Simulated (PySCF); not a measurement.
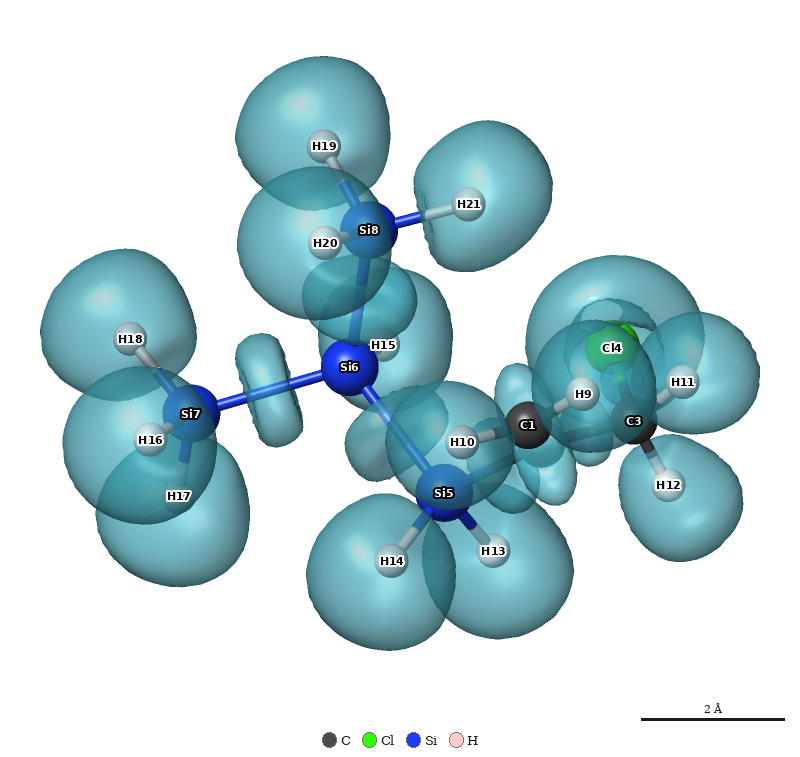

Figure 1: C3H13ClSi4. Isosurface of the electron localisation function at 0.8 (cyan), seen at a tilt. Core shells and regions of very low density are left out.

Geometry: GFN2-xTB.

The calculation used PBE0/pcSseg-1, SCF density, gas phase, non-relativistic in PySCF 2.14.0.

```json
{"atom": "C", "x (Å)": "1.8604", "y (Å)": "0.8230", "z (Å)": "1.6525"}
{"atom": "C", "x (Å)": "1.9173", "y (Å)": "0.0799", "z (Å)": "0.5570"}
{"atom": "C", "x (Å)": "2.9108", "y (Å)": "0.3808", "z (Å)": "-0.5116"}
{"atom": "Cl", "x (Å)": "2.0637", "y (Å)": "0.5824", "z (Å)": "-2.0770"}
{"atom": "Si", "x (Å)": "0.6977", "y (Å)": "-1.3264", "z (Å)": "0.1985"}
{"atom": "Si", "x (Å)": "-1.2420", "y (Å)": "-0.4372", "z (Å)": "-0.7511"}
{"atom": "Si", "x (Å)": "-3.1295", "y (Å)": "-1.6249", "z (Å)": "-0.0830"}
{"atom": "Si", "x (Å)": "-1.4233", "y (Å)": "1.8594", "z (Å)": "-0.3913"}
{"atom": "H", "x (Å)": "2.5236", "y (Å)": "1.6569", "z (Å)": "1.8296"}
{"atom": "H", "x (Å)": "1.1534", "y (Å)": "0.6085", "z (Å)": "2.4359"}
{"atom": "H", "x (Å)": "3.4688", "y (Å)": "1.3002", "z (Å)": "-0.3282"}
{"atom": "H", "x (Å)": "3.6022", "y (Å)": "-0.4517", "z (Å)": "-0.6507"}
{"atom": "H", "x (Å)": "1.4490", "y (Å)": "-2.3092", "z (Å)": "-0.5928"}
{"atom": "H", "x (Å)": "0.4574", "y (Å)": "-1.9678", "z (Å)": "1.5002"}
{"atom": "H", "x (Å)": "-1.1287", "y (Å)": "-0.6479", "z (Å)": "-2.2135"}
{"atom": "H", "x (Å)": "-3.3384", "y (Å)": "-1.5143", "z (Å)": "1.3634"}
{"atom": "H", "x (Å)": "-3.0479", "y (Å)": "-3.0574", "z (Å)": "-0.3763"}
{"atom": "H", "x (Å)": "-4.3657", "y (Å)": "-1.1520", "z (Å)": "-0.7101"}
{"atom": "H", "x (Å)": "-2.5001", "y (Å)": "2.4722", "z (Å)": "-1.1728"}
{"atom": "H", "x (Å)": "-1.7304", "y (Å)": "2.1307", "z (Å)": "1.0176"}
{"atom": "H", "x (Å)": "-0.2071", "y (Å)": "2.6117", "z (Å)": "-0.6969"}
```

What do the ELF domains correspond to?

The ELF exceeds this value in two regions between bonded C–C atoms (shared pairs), one region between bonded C–Cl atoms (shared pairs), one region between bonded C–Si atoms (shared pairs), three regions between bonded Si–Si atoms (shared pairs), 13 regions around hydrogen nuclei and one ring or bowl of non-bonding electrons around Cl.

Values along the shortest contacts:
C–C (1.33 Å): the ELF peaks at about 0.90 between the atoms; a short, multiple covalent bond. C–Cl (1.79 Å): the ELF peaks at about 0.90 between the atoms (a shared electron pair).
